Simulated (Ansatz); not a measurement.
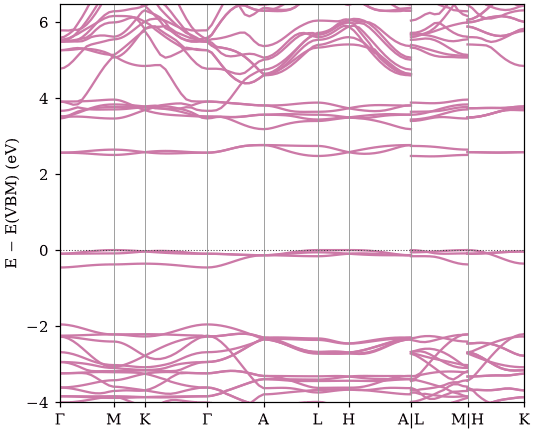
Fig. 1. Band structure from r²SCAN (plane waves, PAW; program Ansatz)

The gap is 2.47 eV; an edge lies off the plotted path or next to a special point (maximum at M, minimum off the standard path).

Question: Which compound is it?
(A) WSe2, P6_3/mmc (W on 2c, Se on 4f)
(B) PrHSe, P6_3/mmc (Pr on 2c, H on 2d, Se on 2a)
(C) CsVBr3, P6_3/mmc (Cs on 2d, V on 2a, Br on 6h)
(D) CaO, P6_3/mmc (Ca on 2d, O on 2c)

Answer: C, CsVBr3, P6_3/mmc (Cs on 2d, V on 2a, Br on 6h)

The first step of the workflow began from a Materials Project structure, measured or hypothetical; the Crystallography Open Database files this formula in space group No. 194, but the cells were not matched. Whether it is the stable phase at ambient conditions was not checked. The cell was relaxed with r²SCAN under the symmetry of its start, as lowered by the spin order; its stability against distortions is not shown here. The final state is antiferromagnetic, chosen from 5 collinear starts compared on coarse meshes (ties went to the first, and starts can fall back to one state), not a proven ground state. Other orbital occupations within this spin state were not tried. No Hubbard U is applied. Spin–orbit coupling is left out wherever it is not named.

Potentials: the later of the program's two PAW sets.
